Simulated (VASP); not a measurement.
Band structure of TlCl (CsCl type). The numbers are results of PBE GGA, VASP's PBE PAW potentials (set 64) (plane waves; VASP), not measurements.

Unless said otherwise, spin-orbit coupling is left out, though it shifts the bands of the heavy elements here.

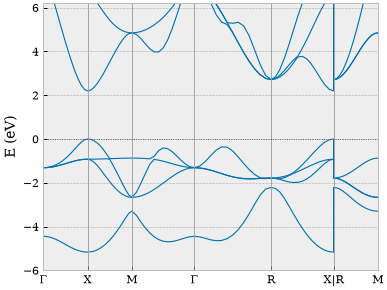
*Bands along high-symmetry lines, zero at the valence-band maximum or, without a gap, the Fermi level*

Question: Read the plot: is there a gap, and where are the band edges?

Answer: The gap is direct, 2.20 eV, from the valence maximum at X to the conduction minimum at X. (Edges off the drawn lines would not show.)

The compound is TlCl in the CsCl type structure. It was relaxed first.
